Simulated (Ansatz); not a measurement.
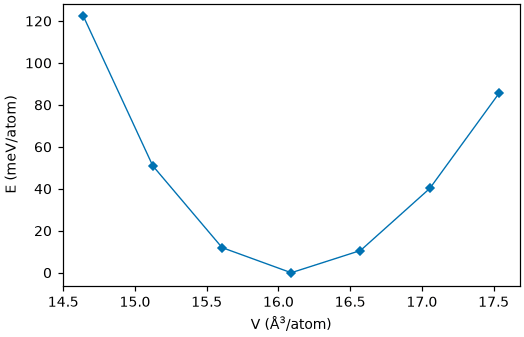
Figure: HfPt$_{3}$ in space group P6_3/mmc (No. 194; Hf on 2a, Hf on 2c, Pt on 6g, Pt on 6h) under volume change, r²SCAN (plane waves, PAW; program Ansatz), shape and atoms relaxed at each volume.

Problem. What does a third-order Birch–Murnaghan fit give for V₀, B₀ and B′?

Solution. V₀ = 16.09 Å³/atom, B₀ = 249 GPa, B′ = 4.9.

The workflow started from a Materials Project entry (that database holds measured and hypothetical structures alike); the Crystallography Open Database files this formula in space group No. 194, but the cells were not matched. Its standing as an ambient phase is unchecked. The cell was relaxed with r²SCAN under the symmetry of its start; its stability against distortions is not shown here. The run is not spin-polarised. Spin–orbit coupling is left out wherever it is not named.

Potentials: the later of the program's two PAW sets.
